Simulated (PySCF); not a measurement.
H₄NSi, SMILES [NH][SiH3], doublet at its B3LYP/def2-SVP optimised geometry (Å):

```
6

N     -1.1441     0.7506     0.0000
Si    -0.3531    -0.8289     0.0000
H     -0.5034     1.5567    -0.0004
H     -0.8349    -1.5566    -1.2116
H     -0.8350    -1.5567     1.2115
H      1.1441    -0.8289     0.0000
```

Level of theory: unrestricted B3LYP/def2-TZVP (PySCF).

Map of the electrostatic potential (hartree/e), clipped to [-0.08, 0.12] on the plane z = 1.5 Å:

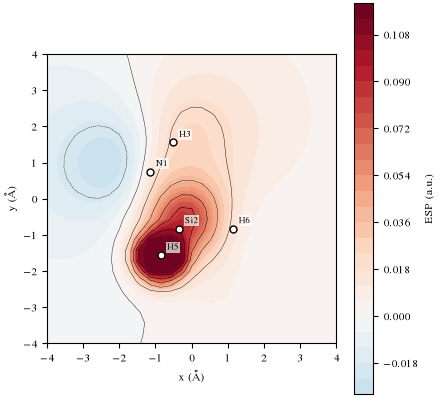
Figure: Electrostatic potential (hartree/e), clipped to [-0.08, 0.12] on the plane z = 1.5 Å.
